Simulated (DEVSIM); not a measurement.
Device: Si/Ge p-n heterojunction, at 400 K.

| layer (left to right) | material | thickness (μm) | Nd (cm⁻³) | Na (cm⁻³) | τn (s) | τp (s) |
|---|---|---|---|---|---|---|
| 1 | Si | 1.80 | - | 4.6e16 | 4.3e-6 | 4.3e-6 |
| 2 | Ge | 0.690 | 7.2e13 | - | 4.3e-6 | 4.3e-6 |

Left contact: ohmic. Right contact: ohmic. Voltage is applied to the left contact. Recombination: SRH at mid-gap. Mobility is μmin + (μ − μmin)/(1 + (N/Nref)^α).

The device is made up for the run: typed textbook-type constants, with dimensions and the other settings drawn at random. Values at 300 K; Nc and Nv go as T^1.5, mobilities as T to minus their exponent, the gap by Varshni's rule with the affinity fixed.

```csv
parameter,Si,Ge
gap (eV),1.124,0.664
affinity (eV),4.05,4
permittivity,11.7,16
Nc (cm⁻³),2.86e19,1.04e19
Nv (cm⁻³),3.1e19,6e18
μn (cm²/Vs),1417,3900
μp (cm²/Vs),470,1900
"μn,min",52,150
"μp,min",45,100
"Nref,n",9.7e16,2.6e17
"Nref,p",2.2e17,4e17
αn,0.68,0.56
αp,0.72,0.6
T exponent of μn,2.3,1.66
T exponent of μp,2.2,2.33
Varshni α (eV/K),0.000473,0.000477
Varshni β (K),636,235
```

DEVSIM, 1D drift-diffusion, Boltzmann statistics, complete ionisation; no tunnelling, impact ionisation, image-force lowering or self-heating. Band offsets follow the typed affinities; no thermionic-emission limit at abrupt steps, no polarisation charge.

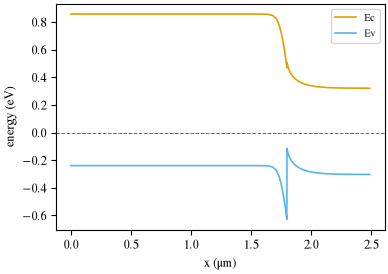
*Band edges at zero bias*

Energies count from the Fermi level of the right contact; mesh points crowd at the junctions.

| x (μm) | Ec (eV) | Ev (eV) | n (cm⁻³) | p (cm⁻³) | field (V/cm) |
|---|---|---|---|---|---|
| 0.000 | 0.857 | -0.239 | 7.0e8 | 4.6e16 | ≈ 0 |
| 0.006496 | 0.857 | -0.239 | 7.0e8 | 4.6e16 | ≈ 0 |
| 0.02068 | 0.857 | -0.239 | 7.0e8 | 4.6e16 | ≈ 0 |
| 0.05500 | 0.857 | -0.239 | 7.0e8 | 4.6e16 | ≈ 0 |
| 0.1742 | 0.857 | -0.239 | 7.0e8 | 4.6e16 | ≈ 0 |
| 0.3984 | 0.857 | -0.239 | 7.0e8 | 4.6e16 | ≈ 0 |
| 0.9360 | 0.857 | -0.239 | 7.0e8 | 4.6e16 | ≈ 0 |
| 1.514 | 0.857 | -0.239 | 7.0e8 | 4.6e16 | ≈ 0 |
| 1.681 | 0.848 | -0.249 | 9.2e8 | 3.5e16 | -4200 |
| 1.750 | 0.731 | -0.365 | 2.7e10 | 1.2e15 | -36000 |
| 1.781 | 0.582 | -0.514 | 2.0e12 | 1.6e13 | -59000 |
| 1.797 | 0.482 | -0.614 | 3.7e13 | 8.7e11 | -70000 |
| 1.802 | 0.501 | -0.123 | 7.8e12 | 2.6e17 | -45000 |
| 1.811 | 0.470 | -0.154 | 1.9e13 | 1.1e17 | -29000 |
| 1.843 | 0.412 | -0.212 | 1.0e14 | 2.0e16 | -12000 |
| 1.903 | 0.368 | -0.256 | 3.7e14 | 5.4e15 | -4900 |
| 2.046 | 0.332 | -0.292 | 1.1e15 | 1.9e15 | -1100 |
| 2.270 | 0.322 | -0.302 | 1.4e15 | 1.4e15 | -130 |
| 2.422 | 0.321 | -0.303 | 1.5e15 | 1.4e15 | -37 |
| 2.462 | 0.321 | -0.303 | 1.5e15 | 1.4e15 | -31 |
| 2.481 | 0.321 | -0.303 | 1.5e15 | 1.4e15 | -30 |
| 2.490 | 0.321 | -0.303 | 1.5e15 | 1.4e15 | -30 |
